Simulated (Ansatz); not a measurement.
**Cl₂H₄SiSn: a ladder of functionals and wavefunction methods**

Aim: compute Cl₂H₄SiSn with functionals from several rungs and with coupled cluster. The yardstick is the atomisation energy at the CCSD(T) limit.

The runs use Ansatz 0.2.0, Gaussian basis; functionals in def2-TZVPP, the program's frozen cores in correlated methods.

Levels to be run: LDA (SPW92), PBE-D4, revPBE-D4, BLYP-D4, r2SCAN-D4, B97M-V, PBE0-D4, B3LYP-D4, r2SCANh-D4, r2SCAN0-D4, HSE06-D4, BHLYP-D4, CAM-B3LYP-D4, LC-ωPBE, ωB97X-V, ωB97M-V, B2PLYP, PBE-QIDH; CCSD(T)/def2-SVP; CCSD(T)/def2-TZVPP; MP2/def2-QZVPP; extrapolation to the limit; RPA on PBE.

**1. The relaxed structure**

All runs share one geometry, relaxed beforehand with PBE0-D4 in a triple-zeta def2 set. Sn takes the def2 core potential; no spin-orbit term is included.

8 atoms, charge 0, spin multiplicity 1.

Atoms are counted from 1 here; the program's logs count them from 0.

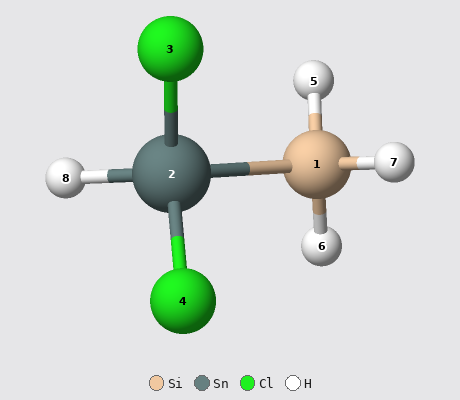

The geometry (silicon light orange, tin teal, chlorine green, hydrogen white); atoms are numbered from 1 in the order of the file.

**2. LDA**

This LDA is Slater exchange with PW92 correlation.

in.yaml reads:

```yaml
crystal:
  periodic: [false, false, false]
  atoms:
    - {symbol: Si, position_ang: [-0.414005, 1.324309, -0.168892]}
    - {symbol: Sn, position_ang: [0.175070, -1.130316, 0.263935]}
    - {symbol: Cl, position_ang: [2.333130, -1.193084, 1.144368]}
    - {symbol: Cl, position_ang: [0.306368, -2.199369, -1.803962]}
    - {symbol: H, position_ang: [-0.417249, 2.043287, 1.128537]}
    - {symbol: H, position_ang: [-1.755379, 1.382303, -0.799487]}
    - {symbol: H, position_ang: [0.624005, 1.867302, -1.075550]}
    - {symbol: H, position_ang: [-0.759839, -2.151531, 1.255151]}
basis:
  gaussian: {orbitals: def2-TZVPP}
hamiltonian: {xc: lda}
output: {orbitals: {seedname: orbitals}}
```

Launch:

```console
ansatz run in.yaml --threads 4 --pin off --events-out ev --progress --plain --max-ram 10444MiB
```

The program printed:

```text
Functional definition: SPW92
  name "SPW92"
  cite "Dirac, Proc. Camb. Phil. Soc. 26, 376 (1930) doi:10.1017/S0305004100016108"
  cite "Slater, Phys. Rev. 81, 385 (1951) doi:10.1103/PhysRev.81.385"
  cite "Perdew & Wang, Phys. Rev. B 45, 13244 (1992) doi:10.1103/PhysRevB.45.13244"
  exchange = slater_x
  correlation = pw_c
1500 factors; their error is unknown
mean field evaluation 1: about -38698.4963 eV, gradient 2.8e1 eV
mean field evaluation 2: about -38697.7955 eV, gradient 3.6e1 eV
mean field evaluation 4: about -38700.4663 eV, gradient 2.9e0 eV
mean field evaluation 8: about -38700.4905 eV, gradient 3.7e-2 eV
mean field evaluation 16: about -38700.4548 eV, gradient 3.3e-5 eV
mean field -38700.45483160 eV, -1422.2154829509 hartree, gradient 3.3e-5 eV, S^2 0.000000; 0 other end points of the search recorded, 0 dependent functions left out
reference -38700.45487858 eV, -1422.2154846773 hartree; 37, 37 occupied and 195, 195 virtual orbitals, 1500 factors
Total energy: -38700.45487858 eV, -1422.2154846773 hartree
```

Wall time 1.1 s (4 threads of Arm Neoverse V2, shared host); peak memory 0.33 GiB.

Atomisation energy: 2387.4 kJ/mol (free atoms -38675.712 eV, run apart). HOMO -7.19 eV, LUMO -2.56 eV.

**3. PBE-D4 (GGA)**

Edit in.yaml of step 2 so:

```diff
@@ -13,3 +13,3 @@
   gaussian: {orbitals: def2-TZVPP}
-hamiltonian: {xc: lda}
-output: {orbitals: {seedname: orbitals}}
+hamiltonian: {xc: pbe, dispersion: d4}
+output: {forces: true, orbitals: {seedname: orbitals}}
```

Same command.

The program printed (excerpt; [...] marks lines left out):

```text
Functional definition: PBE
  name "PBE"
  cite "Perdew, Burke & Ernzerhof, Phys. Rev. Lett. 77, 3865 (1996) doi:10.1103/PhysRevLett.77.3865"
  parent pbe
[...]
1500 factors; their error is unknown
[...]
mean field -38808.48437957 eV, -1426.1854956138 hartree, gradient 4.8e-5 eV, S^2 0.000000; 0 other end points of the search recorded, 0 dependent functions left out
[...]
reference -38808.48442999 eV, -1426.1854974666 hartree; 37, 37 occupied and 195, 195 virtual orbitals, 1500 factors
Total energy: -38808.72122363 eV, -1426.1941994724 hartree
Atom 0 at    -0.414005     1.324309    -0.168892 Å, force     0.005816    -0.019062     0.002529 eV/Å
Atom 1 at     0.175070    -1.130316     0.263935 Å, force    -0.174219     0.149204     0.068934 eV/Å
Atom 2 at     2.333130    -1.193084     1.144368 Å, force     0.312850    -0.005294     0.133229 eV/Å
Atom 3 at     0.306368    -2.199369    -1.803962 Å, force     0.012893    -0.154176    -0.302828 eV/Å
Atom 4 at    -0.417249     2.043287     1.128537 Å, force    -0.002169     0.083253     0.135546 eV/Å
Atom 5 at    -1.755379     1.382303    -0.799487 Å, force    -0.143241     0.013568    -0.068000 eV/Å
Atom 6 at     0.624005     1.867302    -1.075550 Å, force     0.106914     0.064139    -0.096069 eV/Å
Atom 7 at    -0.759839    -2.151531     1.255151 Å, force    -0.118844    -0.131631     0.126658 eV/Å
Dipole moment:    -0.486231     0.447865     0.181398 e Å
```

It took 2.3 s on 4 threads of Arm Neoverse V2, shared host; peak memory 0.34 GiB.

With the free atoms at this level, -38786.772 eV in sum, the atomisation energy is 2117.8 kJ/mol. HOMO -7.08 eV, LUMO -2.30 eV.

**4. revPBE-D4 (GGA)**

Edit in.yaml of step 3 so:

```diff
@@ -13,3 +13,3 @@
   gaussian: {orbitals: def2-TZVPP}
-hamiltonian: {xc: pbe, dispersion: d4}
-output: {forces: true, orbitals: {seedname: orbitals}}
+hamiltonian: {xc: {name: revPBE}, dispersion: d4}
+output: {orbitals: {seedname: orbitals}}
```

Launched as before.

The program printed:

```text
Functional definition: revPBE
  name "revPBE"
  cite "Zhang & Yang, Phys. Rev. Lett. 80, 890 (1998) doi:10.1103/PhysRevLett.80.890"
  cite "Perdew, Burke & Ernzerhof, Phys. Rev. Lett. 77, 3865 (1996) doi:10.1103/PhysRevLett.77.3865"
  parameter kappa = 1.245
  parameter beta = 0.06672455060314922
  exchange = pbe_x(kappa = kappa, mu = beta*pi^2/3)
  correlation = pbe_c(beta = beta)
1500 factors; their error is unknown
mean field evaluation 1: about -38816.2564 eV, gradient 2.6e1 eV
mean field evaluation 2: about -38815.6437 eV, gradient 3.4e1 eV
mean field evaluation 4: about -38818.0831 eV, gradient 2.3e0 eV
mean field evaluation 8: about -38818.0993 eV, gradient 1.1e-1 eV
mean field evaluation 16: about -38818.0633 eV, gradient 1.4e-4 eV
mean field -38818.06332126 eV, -1426.5375152280 hartree, gradient 5.0e-5 eV, S^2 0.000000; 0 other end points of the search recorded, 0 dependent functions left out
reference -38818.06338414 eV, -1426.5375175387 hartree; 37, 37 occupied and 195, 195 virtual orbitals, 1500 factors
Total energy: -38818.59464959 eV, -1426.5570411839 hartree
```

Wall time 1.9 s (4 threads of Arm Neoverse V2, shared host); peak memory 0.34 GiB.

With the free atoms at this level, -38797.111 eV in sum, the atomisation energy is 2072.9 kJ/mol. HOMO -7.04 eV, LUMO -2.21 eV.

**5. BLYP-D4 (GGA)**

Edit in.yaml of step 4 so:

```diff
@@ -13,3 +13,3 @@
   gaussian: {orbitals: def2-TZVPP}
-hamiltonian: {xc: {name: revPBE}, dispersion: d4}
+hamiltonian: {xc: {name: BLYP}, dispersion: d4}
 output: {orbitals: {seedname: orbitals}}
```

Launched as before.

The program printed:

```text
Functional definition: BLYP
  name "BLYP"
  cite "Becke, Phys. Rev. A 38, 3098 (1988) doi:10.1103/PhysRevA.38.3098"
  cite "Lee, Yang & Parr, Phys. Rev. B 37, 785 (1988) doi:10.1103/PhysRevB.37.785"
  parameter beta = 0.0042
  parameter a = 0.04918
  parameter b = 0.132
  parameter c = 0.2533
  parameter d = 0.349
  exchange = b88_x(beta = beta)
  correlation = lyp_c(a = a, b = b, c = c, d = d)
1500 factors; their error is unknown
mean field evaluation 1: about -38818.9146 eV, gradient 2.9e1 eV
mean field evaluation 2: about -38817.8139 eV, gradient 3.9e1 eV
mean field evaluation 4: about -38821.1477 eV, gradient 2.4e0 eV
mean field evaluation 8: about -38821.1654 eV, gradient 4.1e-2 eV
mean field evaluation 16: about -38821.1292 eV, gradient 5.2e-5 eV
mean field -38821.12918832 eV, -1426.6501837644 hartree, gradient 5.2e-5 eV, S^2 0.000000; 0 other end points of the search recorded, 0 dependent functions left out
reference -38821.12960433 eV, -1426.6501990525 hartree; 37, 37 occupied and 195, 195 virtual orbitals, 1500 factors
Total energy: -38821.61807792 eV, -1426.6681501257 hartree
```

Run time: 1.9 s. Hardware: 4 threads of Arm Neoverse V2, shared host; peak memory 0.34 GiB.

Atomisation energy: 2084.1 kJ/mol (free atoms -38800.018 eV, run apart). HOMO -6.93 eV, LUMO -2.22 eV.

**6. r2SCAN-D4 (meta-GGA)**

Edit in.yaml of step 5 so:

```diff
@@ -13,3 +13,3 @@
   gaussian: {orbitals: def2-TZVPP}
-hamiltonian: {xc: {name: BLYP}, dispersion: d4}
-output: {orbitals: {seedname: orbitals}}
+hamiltonian: {xc: r2scan, dispersion: d4}
+output: {forces: true, orbitals: {seedname: orbitals}}
```

Launched as before.

The program printed (excerpt; [...] marks lines left out):

```text
Functional definition: r2SCAN
  name "r2SCAN"
  cite "Furness, Kaplan, Ning, Perdew & Sun, J. Phys. Chem. Lett. 11, 8208 (2020) doi:10.1021/acs.jpclett.0c02405"
  cite "Furness, Kaplan, Ning, Perdew & Sun, J. Phys. Chem. Lett. 11, 9248 (2020) doi:10.1021/acs.jpclett.0c03077"
  parent r2scan
[...]
1500 factors; their error is unknown
[...]
mean field -38822.96569283 eV, -1426.7176740601 hartree, gradient 1.5e-5 eV, S^2 0.000000; 0 other end points of the search recorded, 0 dependent functions left out
[...]
reference -38822.96570712 eV, -1426.7176745853 hartree; 37, 37 occupied and 195, 195 virtual orbitals, 1500 factors
Total energy: -38823.02162817 eV, -1426.7197296459 hartree
Atom 0 at    -0.414005     1.324309    -0.168892 Å, force    -0.003911     0.032925    -0.008551 eV/Å
Atom 1 at     0.175070    -1.130316     0.263935 Å, force    -0.094168     0.045328     0.049365 eV/Å
Atom 2 at     2.333130    -1.193084     1.144368 Å, force     0.091914    -0.006334     0.037264 eV/Å
Atom 3 at     0.306368    -2.199369    -1.803962 Å, force     0.006687    -0.048601    -0.086400 eV/Å
Atom 4 at    -0.417249     2.043287     1.128537 Å, force    -0.001238    -0.005484    -0.025890 eV/Å
Atom 5 at    -1.755379     1.382303    -0.799487 Å, force     0.023667     0.006827     0.009686 eV/Å
Atom 6 at     0.624005     1.867302    -1.075550 Å, force    -0.021525    -0.002692     0.016009 eV/Å
Atom 7 at    -0.759839    -2.151531     1.255151 Å, force    -0.001426    -0.021970     0.008517 eV/Å
Dipole moment:    -0.511088     0.469381     0.191141 e Å
```

Run time: 4.7 s. Hardware: 4 threads of Arm Neoverse V2, shared host; peak memory 0.37 GiB.

Atomisation energy: 2137.8 kJ/mol (free atoms -38800.865 eV, run apart). HOMO -7.39 eV, LUMO -2.05 eV.

**7. B97M-V (meta-GGA)**

Edit in.yaml of step 6 so:

```diff
@@ -13,3 +13,3 @@
   gaussian: {orbitals: def2-TZVPP}
-hamiltonian: {xc: r2scan, dispersion: d4}
-output: {forces: true, orbitals: {seedname: orbitals}}
+hamiltonian: {xc: {name: B97M-V}}
+output: {orbitals: {seedname: orbitals}}
```

Same command.

The program printed (excerpt; [...] marks lines left out):

```text
Functional definition: B97M-V
  name "B97M-V"
  cite "Mardirossian & Head-Gordon, J. Chem. Phys. 142, 074111 (2015) doi:10.1063/1.4907719"
  cite "Becke, J. Chem. Phys. 107, 8554 (1997) doi:10.1063/1.475007"
  cite "Vydrov & Van Voorhis, J. Chem. Phys. 133, 244103 (2010) doi:10.1063/1.3521275"
  # Of w^i u^j: cxij and so on, Table III.
[...]
  gx(w, u) = cx00 + cx01*u + cx02*u^2 + (cx10 + cx11*u)*w
  gss(w, u) = css00 + css02*u^2 + css10*w + (css32*w^3 + css42*w^4)*u^2
  gos(w, u) = cos00 + cos01*u + cos03*u^3 + cos10*w + cos32*w^3*u^2
[...]
      + integral(e_c_pw_mod_opposite_spin*gos(b97_w_opposite, b97_u_opposite)) + vv10(b, c)
1500 factors; their error is unknown
[...]
mean field -38814.78343800 eV, -1426.4169817413 hartree, gradient 2.2e-5 eV, S^2 0.000000; 0 other end points of the search recorded, 0 dependent functions left out
reference -38814.78351121 eV, -1426.4169844317 hartree; 37, 37 occupied and 195, 195 virtual orbitals, 1500 factors
Total energy: -38814.78351121 eV, -1426.4169844317 hartree
```

Run time: 8.5 s. Hardware: 4 threads of Arm Neoverse V2, shared host; peak memory 0.43 GiB.

Atomisation energy: 2180.4 kJ/mol (free atoms -38792.185 eV, run apart). HOMO -7.52 eV, LUMO -2.05 eV.

**8. PBE0-D4 (hybrid)**

Edit in.yaml of step 7 so:

```diff
@@ -13,3 +13,3 @@
   gaussian: {orbitals: def2-TZVPP}
-hamiltonian: {xc: {name: B97M-V}}
+hamiltonian: {xc: pbe0, dispersion: d4}
 output: {orbitals: {seedname: orbitals}}
```

Launched as before.

The program printed:

```text
Functional definition: PBE0
  name "PBE0"
  cite "Adamo & Barone, J. Chem. Phys. 110, 6158 (1999) doi:10.1063/1.478522"
  cite "Perdew, Burke & Ernzerhof, Phys. Rev. Lett. 77, 3865 (1996) doi:10.1103/PhysRevLett.77.3865"
  parent pbe
  parameter a = 0.25
  parameter kappa = 0.804
  parameter beta = 0.06672455060314922
  exchange = (1 - a)*pbe_x(kappa = kappa, mu = beta*pi^2/3) + a*exact_x
  correlation = pbe_c(beta = beta)
1638 factors; their error is unknown
mean field evaluation 1: about -38810.4183 eV, gradient 2.1e1 eV
mean field evaluation 2: about -38810.2448 eV, gradient 2.5e1 eV
mean field evaluation 4: about -38811.5252 eV, gradient 1.0e0 eV
mean field evaluation 8: about -38811.6824 eV, gradient 2.5e-1 eV
mean field evaluation 16: about -38811.6825 eV, gradient 4.0e-5 eV
mean field -38811.68247309 eV, -1426.3030233829 hartree, gradient 4.0e-5 eV, S^2 0.000000; 0 other end points of the search recorded, 0 dependent functions left out
reference -38811.68251040 eV, -1426.3030247540 hartree; 37, 37 occupied and 195, 195 virtual orbitals, 1638 factors
Total energy: -38811.88896193 eV, -1426.3106117078 hartree
```

Wall time 3.1 s (4 threads of Arm Neoverse V2, shared host); peak memory 0.71 GiB.

With the free atoms at this level, -38790.026 eV in sum, the atomisation energy is 2109.4 kJ/mol. HOMO -8.28 eV, LUMO -1.42 eV.

**9. B3LYP-D4 (hybrid)**

B3LYP here takes the VWN-RPA correlation.

Edit in.yaml of step 8 so:

```diff
@@ -13,3 +13,3 @@
   gaussian: {orbitals: def2-TZVPP}
-hamiltonian: {xc: pbe0, dispersion: d4}
-output: {orbitals: {seedname: orbitals}}
+hamiltonian: {xc: {name: B3LYP}, dispersion: d4}
+output: {forces: true, orbitals: {seedname: orbitals}}
```

The command is unchanged.

The program printed (excerpt; [...] marks lines left out):

```text
Functional definition: B3LYP
  name "B3LYP"
  cite "Stephens, Devlin, Chabalowski & Frisch, J. Phys. Chem. 98, 11623 (1994) doi:10.1021/j100096a001"
  cite "Becke, Phys. Rev. A 38, 3098 (1988) doi:10.1103/PhysRevA.38.3098"
  cite "Lee, Yang & Parr, Phys. Rev. B 37, 785 (1988) doi:10.1103/PhysRevB.37.785"
  cite "Vosko, Wilk & Nusair, Can. J. Phys. 58, 1200 (1980) doi:10.1139/p80-159"
[...]
1585 factors; their error is unknown
[...]
mean field -38826.60155678 eV, -1426.8512895958 hartree, gradient 1.2e-5 eV, S^2 0.000000; 0 other end points of the search recorded, 0 dependent functions left out
[...]
reference -38826.60186744 eV, -1426.8513010124 hartree; 37, 37 occupied and 195, 195 virtual orbitals, 1585 factors
Total energy: -38826.98905537 eV, -1426.8655299064 hartree
Atom 0 at    -0.414005     1.324309    -0.168892 Å, force    -0.045296     0.198054    -0.036443 eV/Å
Atom 1 at     0.175070    -1.130316     0.263935 Å, force    -0.254455     0.075065     0.149394 eV/Å
Atom 2 at     2.333130    -1.193084     1.144368 Å, force     0.313446    -0.010039     0.130401 eV/Å
Atom 3 at     0.306368    -2.199369    -1.803962 Å, force     0.016969    -0.157191    -0.300570 eV/Å
Atom 4 at    -0.417249     2.043287     1.128537 Å, force    -0.002217    -0.037131    -0.086143 eV/Å
Atom 5 at    -1.755379     1.382303    -0.799487 Å, force     0.084961     0.005947     0.039189 eV/Å
Atom 6 at     0.624005     1.867302    -1.075550 Å, force    -0.072087    -0.027343     0.059559 eV/Å
Atom 7 at    -0.759839    -2.151531     1.255151 Å, force    -0.041320    -0.047362     0.044613 eV/Å
Dipole moment:    -0.512317     0.472940     0.190774 e Å
```

Wall time 4.8 s (4 threads of Arm Neoverse V2, shared host); peak memory 0.75 GiB.

With the free atoms at this level, -38805.129 eV in sum, the atomisation energy is 2109.2 kJ/mol. HOMO -8.05 eV, LUMO -1.69 eV.

**10. r2SCANh-D4 (hybrid)**

Edit in.yaml of step 9 so:

```diff
@@ -13,3 +13,3 @@
   gaussian: {orbitals: def2-TZVPP}
-hamiltonian: {xc: {name: B3LYP}, dispersion: d4}
-output: {forces: true, orbitals: {seedname: orbitals}}
+hamiltonian: {xc: {name: r2SCANh}, dispersion: d4}
+output: {orbitals: {seedname: orbitals}}
```

The command is unchanged.

The program printed (excerpt; [...] marks lines left out):

```text
Functional definition: r2SCANh
  name "r2SCANh"
  cite "Bursch, Neugebauer, Ehlert & Grimme, J. Chem. Phys. 156, 134105 (2022) doi:10.1063/5.0086040"
  cite "Furness, Kaplan, Ning, Perdew & Sun, J. Phys. Chem. Lett. 11, 8208 (2020) doi:10.1021/acs.jpclett.0c02405"
  cite "Furness, Kaplan, Ning, Perdew & Sun, J. Phys. Chem. Lett. 11, 9248 (2020) doi:10.1021/acs.jpclett.0c03077"
  parent r2scan
[...]
1515 factors; their error is unknown
[...]
mean field -38822.54293568 eV, -1426.7021380215 hartree, gradient 4.6e-5 eV, S^2 0.000000; 0 other end points of the search recorded, 0 dependent functions left out
reference -38822.54294874 eV, -1426.7021385013 hartree; 37, 37 occupied and 195, 195 virtual orbitals, 1515 factors
Total energy: -38822.60506691 eV, -1426.7044213023 hartree
```

It took 5.5 s on 4 threads of Arm Neoverse V2, shared host; peak memory 0.72 GiB.

With the free atoms at this level, -38800.551 eV in sum, the atomisation energy is 2127.9 kJ/mol. HOMO -7.83 eV, LUMO -1.74 eV.

**11. r2SCAN0-D4 (hybrid)**

Edit in.yaml of step 10 so:

```diff
@@ -13,3 +13,3 @@
   gaussian: {orbitals: def2-TZVPP}
-hamiltonian: {xc: {name: r2SCANh}, dispersion: d4}
+hamiltonian: {xc: {name: r2SCAN0}, dispersion: d4}
 output: {orbitals: {seedname: orbitals}}
```

The command is unchanged.

The program printed (excerpt; [...] marks lines left out):

```text
Functional definition: r2SCAN0
  name "r2SCAN0"
  cite "Bursch, Neugebauer, Ehlert & Grimme, J. Chem. Phys. 156, 134105 (2022) doi:10.1063/5.0086040"
  cite "Furness, Kaplan, Ning, Perdew & Sun, J. Phys. Chem. Lett. 11, 8208 (2020) doi:10.1021/acs.jpclett.0c02405"
  cite "Furness, Kaplan, Ning, Perdew & Sun, J. Phys. Chem. Lett. 11, 9248 (2020) doi:10.1021/acs.jpclett.0c03077"
  parent r2scan
[...]
1638 factors; their error is unknown
[...]
mean field -38821.94334277 eV, -1426.6801033885 hartree, gradient 4.7e-5 eV, S^2 0.000000; 0 other end points of the search recorded, 0 dependent functions left out
reference -38821.94335401 eV, -1426.6801038016 hartree; 37, 37 occupied and 195, 195 virtual orbitals, 1638 factors
Total energy: -38822.01310939 eV, -1426.6826672646 hartree
```

Wall time 5.5 s (4 threads of Arm Neoverse V2, shared host); peak memory 0.74 GiB.

With the free atoms at this level, -38800.098 eV in sum, the atomisation energy is 2114.5 kJ/mol. HOMO -8.47 eV, LUMO -1.27 eV.

**12. HSE06-D4 (hybrid)**

HSE06 is the plane-wave form, built on full-range PBE exchange.

Edit in.yaml of step 11 so:

```diff
@@ -13,3 +13,3 @@
   gaussian: {orbitals: def2-TZVPP}
-hamiltonian: {xc: {name: r2SCAN0}, dispersion: d4}
+hamiltonian: {xc: hse06, dispersion: d4}
 output: {orbitals: {seedname: orbitals}}
```

Launched as before.

The program printed (excerpt; [...] marks lines left out):

```text
Functional definition: HSE06
  name "HSE06"
  cite "Heyd, Scuseria & Ernzerhof, J. Chem. Phys. 118, 8207 (2003) doi:10.1063/1.1564060"
  cite "Krukau, Vydrov, Izmaylov & Scuseria, J. Chem. Phys. 125, 224106 (2006) doi:10.1063/1.2404663"
  cite "Heyd & Scuseria, J. Chem. Phys. 120, 7274 (2004) doi:10.1063/1.1668634"
  cite "Ernzerhof & Perdew, J. Chem. Phys. 109, 3313 (1998) doi:10.1063/1.476928"
  cite "Perdew, Burke & Ernzerhof, Phys. Rev. Lett. 77, 3865 (1996) doi:10.1103/PhysRevLett.77.3865"
  parent pbe
[...]
  # The whole range is PBE's own exchange, as in plane waves. The composition of these papers is wPBEh.
[...]
1638 factors; their error is unknown
111 factors; integrals over basis functions are off by at most 8.5e-7 eV
[...]
mean field -38811.02848565 eV, -1426.2789897875 hartree, gradient 5.8e-5 eV, S^2 0.000000; 0 other end points of the search recorded, 0 dependent functions left out
reference -38811.02853535 eV, -1426.2789916141 hartree; 37, 37 occupied and 195, 195 virtual orbitals, 1638 factors
Total energy: -38811.22628444 eV, -1426.2862587590 hartree
```

It took 3.5 s on 4 threads of Arm Neoverse V2, shared host; peak memory 0.75 GiB.

Atomisation energy: 2109.6 kJ/mol (free atoms -38789.362 eV, run apart). HOMO -7.88 eV, LUMO -1.79 eV.

**13. BHLYP-D4 (hybrid)**

Edit in.yaml of step 12 so:

```diff
@@ -13,3 +13,3 @@
   gaussian: {orbitals: def2-TZVPP}
-hamiltonian: {xc: hse06, dispersion: d4}
+hamiltonian: {xc: {name: BHLYP}, dispersion: d4}
 output: {orbitals: {seedname: orbitals}}
```

The command is unchanged.

The program printed:

```text
Functional definition: BHLYP
  name "BHLYP"
  cite "Becke, J. Chem. Phys. 98, 1372 (1993) doi:10.1063/1.464304"
  cite "Becke, Phys. Rev. A 38, 3098 (1988) doi:10.1103/PhysRevA.38.3098"
  cite "Lee, Yang & Parr, Phys. Rev. B 37, 785 (1988) doi:10.1103/PhysRevB.37.785"
  parameter a = 0.5
  exchange = (1 - a)*b88_x + a*exact_x
  correlation = lyp_c
1718 factors; their error is unknown
mean field evaluation 1: about -38819.7645 eV, gradient 2.1e1 eV
mean field evaluation 2: about -38820.0739 eV, gradient 2.0e1 eV
mean field evaluation 4: about -38820.8895 eV, gradient 7.0e-1 eV
mean field evaluation 8: about -38821.2298 eV, gradient 4.0e-1 eV
mean field evaluation 16: about -38821.2300 eV, gradient 6.9e-5 eV
mean field -38821.22997047 eV, -1426.6538874401 hartree, gradient 6.9e-5 eV, S^2 0.000000; 0 other end points of the search recorded, 0 dependent functions left out
reference -38821.23018122 eV, -1426.6538951848 hartree; 37, 37 occupied and 195, 195 virtual orbitals, 1718 factors
Total energy: -38821.59714787 eV, -1426.6673809606 hartree
```

It took 3.3 s on 4 threads of Arm Neoverse V2, shared host; peak memory 0.73 GiB.

Atomisation energy: 2089.5 kJ/mol (free atoms -38799.941 eV, run apart). HOMO -9.31 eV, LUMO -0.47 eV.

[end of part 1 of 2]
